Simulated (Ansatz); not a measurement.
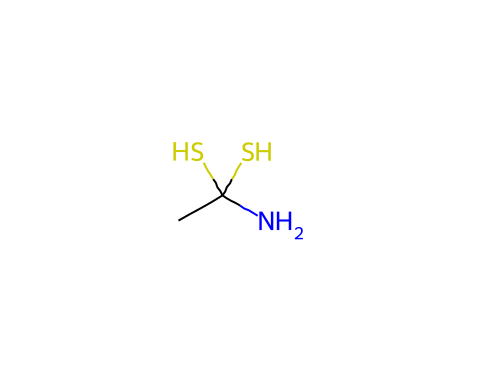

The drawing above gives the connectivity. The geometry was computed by an optimisation with PBE0-D4/def2-TZVP. No frequency run is at hand to confirm it as a minimum.

What does the molecule look like in three dimensions?

Formula C2H7NS2. As SMILES it reads `CC(N)(S)S`. It has no ring. Among its groups: primary amine, thiol. Coordination: 2 C tetrahedral; 1 N trigonal pyramidal; 2 S bent.

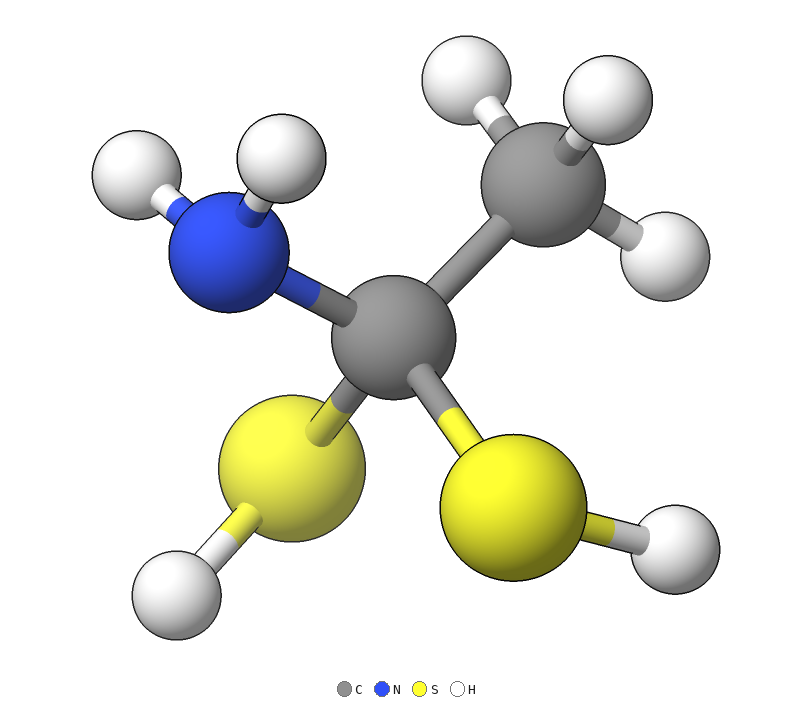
